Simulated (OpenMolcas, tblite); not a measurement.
## C2H5B (SMILES BC=C): the vertical ionisation energy, rung by rung

C2H5B: 8 atoms, total charge 0, spin state singlet. As SMILES, `BC=C`. Geometry: relaxed at PBE0-D4/def2-TZVP.

Quantity: the vertical ionisation energy (to the doublet cation), in eV. The values are calculated.

```csv
level,kind,program,value (eV),CPU time (all runs)
IPEA1-xTB,semi-empirical,tblite,16.10,under 2 s
HF/6-311+G**,Hartree–Fock,OpenMolcas,9.24,28 s
SVWN5/6-311+G**,LDA,OpenMolcas,11.10,2.4 min
BLYP/6-311+G**,GGA,OpenMolcas,10.77,2.8 min
TPSS/6-311+G**,meta-GGA,OpenMolcas,10.84,4.2 min
BHLYP/6-311+G**,global hybrid,OpenMolcas,10.55,1.9 min
```

The values span 9.24 to 16.10 eV. The xTB values lack the empirical shift that such differences need. Times are those of the runs behind each value, whatever else they computed, on shared processors of several kinds: orders of magnitude only.

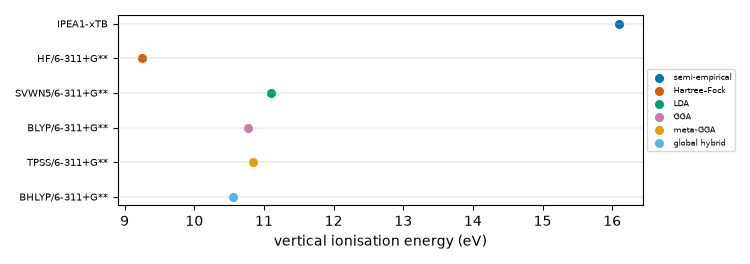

The values of the table, level by level.
